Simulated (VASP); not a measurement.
Data:

```
Be4STe3
1.0
    0.00000     2.72207     2.72207
    2.72207     0.00000     2.72207
   10.86129    10.86129     0.02700
Be Te S
4 3 1
Direct
  0.02667   0.02667   0.98000
  0.00804   0.00804   0.24397
  0.99259   0.99259   0.50556
  0.97490   0.97490   0.76882
  0.26515   0.26515   0.05113
  0.24986   0.24986   0.31260
  0.23422   0.23422   0.57433
  0.24856   0.24856   0.81358
```

Computed with PBEsol GGA, VASP's PBE PAW potentials (set 64) (plane waves; VASP 6.6.1). Numerical set-up: 400 eV cut-off, 8×8×2 Γ-centred mesh, tetrahedra with Blöchl corrections, potentials Be Te S.

Unless said otherwise, spin-orbit coupling is left out, though it shifts the bands of the heavy elements here.

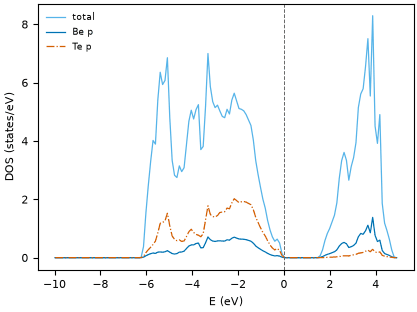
*Total and projected density of states, zero at the valence-band maximum*

Within 2 eV below the valence-band maximum the largest weight inside VASP's projection spheres is Te p, then Be p.

The gap is indirect, 1.48 eV, from the valence maximum at Γ to the conduction minimum at F.

The structure was generated: Be4STe3 was put into an ordered model structure (R3m), which need not be its known phase. It was relaxed first.
